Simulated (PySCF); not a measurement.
C$_{3}$H$_{7}$F$_{2}$Si (SMILES C[C@H](F)C[SiH]F) (doublet)

The calculation's input:

```
{"job": {"kind": "epr", "basis": "pcH-1"}, "charge": 0, "multiplicity": 2}
C     -1.416955     0.404946    -0.295265
C     -0.410358    -0.730813    -0.283884
F     -1.091511    -1.912396    -0.005948
C      0.689896    -0.565575     0.758907
Si     1.985914     0.730732     0.268099
F      1.237999     2.175195     0.166816
H     -1.849542     0.525243     0.695354
H     -2.216772     0.182592    -0.997539
H     -0.936010     1.332300    -0.587153
H      0.018553    -0.885100    -1.283195
H      0.229030    -0.324110     1.718933
H      1.180006    -1.532962     0.880821
H      2.575361     0.600435    -1.053673
```

Launched as:

```sh
OMP_NUM_THREADS=1 python probes_run.py task.json out
```

Geometry: GFN2-xTB.

Theory: UKS B3LYP, pcH-1 on C F H Si, non-relativistic, mean-field spin-orbit, GIAO in PySCF.

Question: What can the converged electron density, electron localisation function and spin density tell about the bonding?

Answer: C–F (1.39 Å): ρ is about 2 e/Å³ halfway, with its minimum of 1.6 e/Å³ about 0.5 Å from C; the ELF peaks at about 0.85 between the atoms; a polar covalent bond.
C–C (1.52 Å): ρ is about 1.7 e/Å³ halfway; the ELF peaks at about 0.95 between the atoms; localised, covalent bonding.
C–H (1.08 Å): the density is about 2 e/Å³ at the midpoint; the ELF climbs to about 1 towards the hydrogen, as it does in any bond to H (a covalent bond by its length).
The unpaired spin (1 electron) lies mostly on Si5 (about 0.8), in electrons by Hirshfeld's partition.

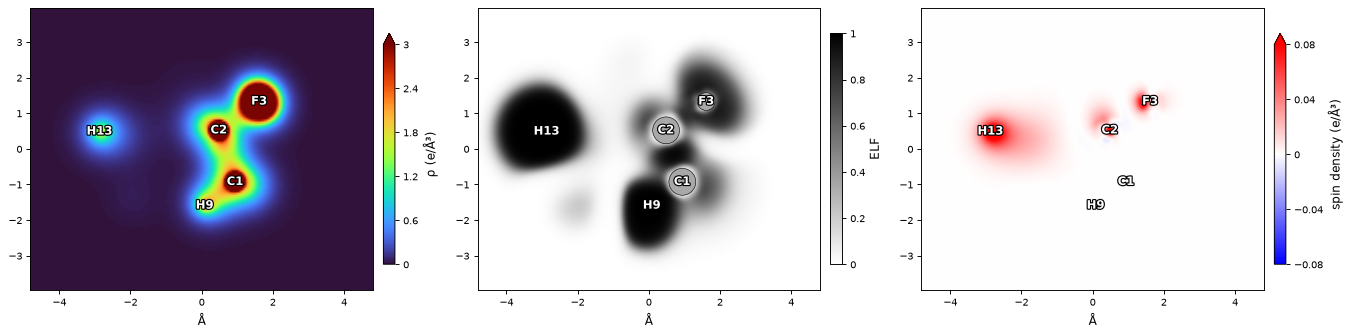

Computed electron density, electron localisation function and spin density on the plane of atoms C2, C1 and H9, in this order. Grey discs cover the atomic cores in the ELF map. 
